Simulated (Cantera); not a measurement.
Charge: 1 mol LiOH, 12 mol O2, at 10000 Pa.

These are equilibrium values from Cantera (NASA tables, ideal gas, pure condensed phases), not measurements of a reactor. Candidate condensed phases: H2O, Li, LiH, LiOH, Li2O; 17 gas species. Kinetics and transport are ignored.

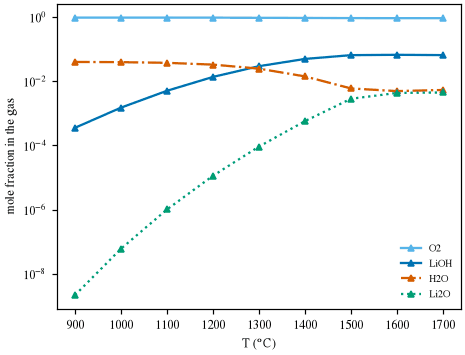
Figure. Equilibrium gas composition (values under 1e-9 drawn at 1e-9)

From 900 °C to 1500 °C the condensed part is Li2O(s). From 1600 °C to 1700 °C nothing is condensed. The main Li-bearing gas is LiOH throughout.
